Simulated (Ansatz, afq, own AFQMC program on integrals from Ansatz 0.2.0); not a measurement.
# SiGeH₃ (doublet): AFQMC on the coupled-cluster ladder at distance Si1–Ge2 = 2.323 Å, cc-pVDZ, part 2 of 2

Ansatz 0.2.0, Gaussian basis, and an in-house AFQMC program (afq) on its integrals; all values are calculated; cc-pVDZ, frozen cores. Earlier steps stand in the parts before.

### 13 Phaseless AFQMC, CISD trial on ROHF

It reads the integrals that the CCSD(T) run on this determinant wrote.

Command:

```
$ afq ham --method phaseless --trial cisd --walkers 60 --populations 1 --least-time 40 --time-step 0.005 --steps-per-block 50 --equilibration-blocks 28 --max-blocks 300 --target-error 0.0004 --factor-cut 1e-05 --start spin_pure --seed 9941 --release-times 0.24,0.51,0.99,1.62,2.4 --release-step 0.03 --release-every 4 --taylor-order 6
```

What it wrote:

```text
orbitals 41  electrons 6 5  factors 331 of 641
reference energy -2365.92819831 Eh
CCSD correlation -0.21202219 Eh in 16 cycles, weight of the determinant in the CISD state 0.8389
energy of the start -2366.140219 Eh
 block  time / (1/Eh)  mean weight  energy / Eh
     1     0.250  1.0009  -2366.136529
     2     0.500  1.0010  -2366.136743
     3     0.750  0.9989  -2366.138449
     4     1.000  1.0010  -2366.139478
     5     1.250  1.0002  -2366.140279
     6     1.500  1.0006  -2366.142727
     7     1.750  0.9996  -2366.143938
     8     2.000  1.0008  -2366.145563
     9     2.250  0.9995  -2366.145059
    10     2.500  0.9982  -2366.147711
    17     4.250  1.0003  -2366.145846
    25     6.250  0.9998  -2366.151052
    33     8.250  1.0005  -2366.149765
    41    10.250  1.0000  -2366.152982
    49    12.250  1.0003  -2366.150247
    57    14.250  1.0011  -2366.149091
    65    16.250  1.0012  -2366.143970
    73    18.250  1.0005  -2366.143759
    81    20.250  0.9997  -2366.152198
    89    22.250  1.0021  -2366.151681
    97    24.250  0.9980  -2366.150246
   105    26.250  0.9993  -2366.149829
   113    28.250  1.0007  -2366.145662
   121    30.250  1.0004  -2366.147131
   129    32.250  1.0007  -2366.140836
   137    34.250  1.0007  -2366.148228
   145    36.250  0.9992  -2366.145163
   153    38.250  0.9993  -2366.152922
   161    40.250  0.9998  -2366.151278
   169    42.250  1.0019  -2366.150134
   177    44.250  0.9996  -2366.147546
   185    46.250  0.9986  -2366.141881
   193    48.250  0.9969  -2366.151659
   201    50.250  0.9983  -2366.154053
   209    52.250  1.0017  -2366.155205
   217    54.250  1.0019  -2366.152676
   225    56.250  1.0015  -2366.144157
   233    58.250  1.0006  -2366.152901
   241    60.250  0.9988  -2366.149448
   249    62.250  0.9997  -2366.151614
   257    64.250  1.0002  -2366.146014
   265    66.250  1.0006  -2366.142820
   273    68.250  1.0005  -2366.150974
   281    70.250  1.0015  -2366.147282
   289    72.250  0.9984  -2366.148659
   297    74.250  0.9996  -2366.149404
   305    76.250  0.9998  -2366.148887
   313    78.250  0.9980  -2366.149504
   321    80.250  1.0014  -2366.144339
blocks merged  error / Eh  count
     1  0.000233  300
     2  0.000297  150
     4  0.000366  75
     8  0.000472  37
    16  0.000589  18
    32  0.000548  9
released: time / (1/Eh)  energy / Eh  error  mean overlap
  0.24  -2366.148976  0.000547  0.9992
  0.51  -2366.148929  0.000488  1.0159
  0.99  -2366.149078  0.000372  1.0121
  1.62  -2366.149516  0.000443  1.0049
  2.40  -2366.149129  0.000524  0.9903
energy -2366.148788 +/- 0.000589 Eh
```

It took 8.6 min on 1 thread of Arm Neoverse V2, shared host.

Energy -64386.1886 ± 0.0160 eV. Caveats: constraint bias not in the error.

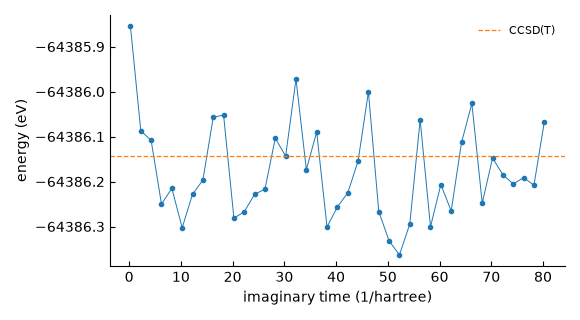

Block energies along the walk.

### 14 Phaseless AFQMC, single-determinant trial on ROHF

It reads the integrals that the CCSD(T) run on this determinant wrote.

Command:

```
$ afq ham --method phaseless --trial hf --walkers 120 --populations 1 --least-time 40 --time-step 0.005 --steps-per-block 20 --equilibration-blocks 112 --max-blocks 600 --target-error 0.0012000000000000001 --factor-cut 1e-05 --start spin_pure --seed 3750 --taylor-order 6
```

What it wrote:

```text
orbitals 41  electrons 6 5  factors 331 of 641
reference energy -2365.92819831 Eh
CCSD correlation -0.21202219 Eh in 16 cycles, weight of the determinant in the CISD state 0.8389
energy of the start -2365.928211 Eh
 block  time / (1/Eh)  mean weight  energy / Eh
     1     0.100  1.0007  -2365.961248
     2     0.200  0.9997  -2365.988698
     3     0.300  1.0006  -2366.006560
     4     0.400  1.0018  -2366.027125
     5     0.500  1.0011  -2366.039815
     6     0.600  1.0011  -2366.056978
     7     0.700  1.0020  -2366.069545
     8     0.800  1.0020  -2366.077600
     9     0.900  0.9995  -2366.077559
    10     1.000  1.0005  -2366.094131
    17     1.700  1.0006  -2366.124134
    33     3.300  1.0020  -2366.143510
    49     4.900  0.9988  -2366.113888
    65     6.500  0.9999  -2366.133787
    81     8.100  1.0008  -2366.177852
    97     9.700  1.0005  -2366.146097
   113    11.300  1.0003  -2366.145212
   129    12.900  1.0005  -2366.148833
   145    14.500  1.0003  -2366.156379
   161    16.100  1.0003  -2366.131349
   177    17.700  1.0008  -2366.147416
   193    19.300  0.9993  -2366.162730
   209    20.900  1.0009  -2366.141322
   225    22.500  0.9995  -2366.149539
   241    24.100  0.9988  -2366.140657
   257    25.700  0.9993  -2366.140798
   273    27.300  1.0000  -2366.145817
   289    28.900  1.0010  -2366.148040
   305    30.500  1.0001  -2366.136816
   321    32.100  0.9986  -2366.151916
   337    33.700  1.0004  -2366.148127
   353    35.300  1.0005  -2366.153977
   369    36.900  1.0000  -2366.143638
   385    38.500  1.0001  -2366.128621
   401    40.100  1.0008  -2366.155072
   417    41.700  1.0004  -2366.163982
   433    43.300  0.9998  -2366.141824
   449    44.900  0.9986  -2366.129126
   465    46.500  1.0013  -2366.133700
   481    48.100  0.9982  -2366.162329
   497    49.700  1.0003  -2366.136485
   513    51.300  0.9999  -2366.158222
   529    52.900  1.0008  -2366.144137
   545    54.500  0.9996  -2366.133800
   561    56.100  1.0010  -2366.162439
   577    57.700  1.0012  -2366.146972
   593    59.300  1.0002  -2366.128127
   609    60.900  1.0001  -2366.153464
   625    62.500  1.0006  -2366.149980
   641    64.100  0.9994  -2366.144677
   657    65.700  0.9990  -2366.159058
blocks merged  error / Eh  count
     1  0.000464  550
     2  0.000624  275
     4  0.000818  137
     8  0.001062  68
    16  0.001147  34
    32  0.001181  17
    64  0.001216  8
energy -2366.145087 +/- 0.001181 Eh
```

It took 4.4 min on 1 thread of Arm Neoverse V2, shared host.

Energy -64386.0879 ± 0.0321 eV. Caveats: constraint bias not in the error.

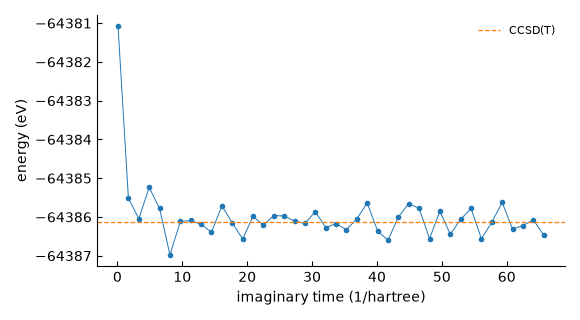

Block energies along the walk.

### 15 Free-projection AFQMC, CISD trial on ROHF

It reads the integrals that the CCSD(T) run on this determinant wrote.

Command:

```
$ afq ham --method free --trial cisd --walkers 60 --time-step 0.03 --max-blocks 80 --target-error 0.0004 --factor-cut 1e-05 --seed 8561 --times 0,0.21,0.42,0.81,1.2,1.8,2.4,3 --taylor-order 8
```

What it wrote:

```text
orbitals 41  electrons 6 5  factors 331 of 641
reference energy -2365.92819831 Eh
CCSD correlation -0.21202219 Eh in 16 cycles, weight of the determinant in the CISD state 0.8389
repeat  energy at the last time / Eh  error
    10  -2366.149294  0.001068
    20  -2366.147889  0.000957
    30  -2366.148333  0.000784
    40  -2366.148614  0.000698
    50  -2366.148379  0.000565
    60  -2366.148694  0.000525
    70  -2366.148594  0.000518
    80  -2366.148908  0.000494
time / (1/Eh)  energy / Eh  error  mean overlap
  0.00  -2366.140425  0.000157  1.1933
  0.21  -2366.143219  0.000161  1.1910
  0.42  -2366.144649  0.000187  1.1974
  0.81  -2366.146391  0.000203  1.2047
  1.20  -2366.147323  0.000236  1.1987
  1.80  -2366.148366  0.000301  1.1951
  2.40  -2366.148396  0.000348  1.2132
  3.00  -2366.148908  0.000494  1.2147
energy -2366.148908 +/- 0.000494 Eh
```

It took 4.7 min on 1 thread of Arm Neoverse V2, shared host.

Energy -64386.1919 ± 0.0135 eV. Caveats: remainder of the start not in the error.

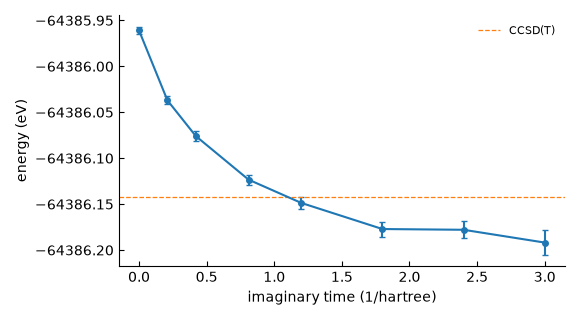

Energy against projection time, with error bars.

### 16 All levels side by side

On the UHF determinant, counted from CCSD(T) (a yardstick, not exact):

| level | energy (eV) | from CCSD(T) (kcal/mol) | statistical error (kcal/mol) | time |
| --- | --- | --- | --- | --- |
| HF | -64380.3534 | +133.44 |  |  |
| MP2 | -64384.7313 | +32.49 |  |  |
| CCSD | -64385.9580 | +4.20 |  |  |
| CCSD(T) | -64386.1401 | 0.00 |  |  |
| Phaseless AFQMC, CISD trial, step 0.005, 60 walkers | -64386.1936 | -1.23 | 0.27 | 8.6 min |
| Phaseless AFQMC, single-determinant trial, step 0.005, 120 walkers | -64386.1985 | -1.35 | 1.31 | 4.7 min |
| Free-projection AFQMC, CISD trial, step 0.03, 60 walkers | -64386.2041 | -1.48 | 0.31 | 4.8 min |

On the ROHF determinant, counted from CCSD(T) (a yardstick, not exact):

| level | energy (eV) | from CCSD(T) (kcal/mol) | statistical error (kcal/mol) | time |
| --- | --- | --- | --- | --- |
| HF | -64380.1860 | +137.36 |  |  |
| MP2 | -64384.8173 | +30.56 |  |  |
| CCSD | -64385.9554 | +4.31 |  |  |
| CCSD(T) | -64386.1425 | 0.00 |  |  |
| Phaseless AFQMC, CISD trial, step 0.005, 60 walkers | -64386.1886 | -1.06 | 0.37 | 8.6 min |
| Phaseless AFQMC, single-determinant trial, step 0.005, 120 walkers | -64386.0879 | +1.26 | 0.74 | 4.4 min |
| Free-projection AFQMC, CISD trial, step 0.03, 60 walkers | -64386.1919 | -1.14 | 0.31 | 4.7 min |

The functionals' totals stand on their own zeros and serve differences with other points: PBE -64428.633 eV; r2SCAN -64440.269 eV; PBE0 -64430.892 eV; B3LYP -64443.274 eV; wB97M-V -64437.343 eV; B2PLYP -64426.320 eV.

### 17 Results

The summary covers parts 1 to 2.

| quantity | value |
| --- | --- |
| Phaseless AFQMC, CISD trial on UHF from CCSD(T) | -1.23 ± 0.27 kcal/mol |
| Phaseless AFQMC, single-determinant trial on UHF from CCSD(T) | -1.35 ± 1.31 kcal/mol |
| Free-projection AFQMC, CISD trial on UHF from CCSD(T) | -1.48 ± 0.31 kcal/mol |
| Phaseless AFQMC, CISD trial on ROHF from CCSD(T) | -1.06 ± 0.37 kcal/mol |
| Phaseless AFQMC, single-determinant trial on ROHF from CCSD(T) | +1.26 ± 0.74 kcal/mol |
| Free-projection AFQMC, CISD trial on ROHF from CCSD(T) | -1.14 ± 0.31 kcal/mol |

What this shows: On UHF the phaseless walk with the CISD trial lies -1.23 kcal/mol from CCSD(T), 5 times its error bar. Free projection has no constraint; at the last time it gives -1.48 ± 0.31 kcal/mol, and from a start that isn't spin pure other spins can mix in. On ROHF the phaseless walk with the CISD trial lies -1.06 kcal/mol from CCSD(T), within three error bars. Free projection has no constraint; at the last time it gives -1.14 ± 0.31 kcal/mol. Error bars are statistical and leave out the constraint, the time step and what remains of the start.
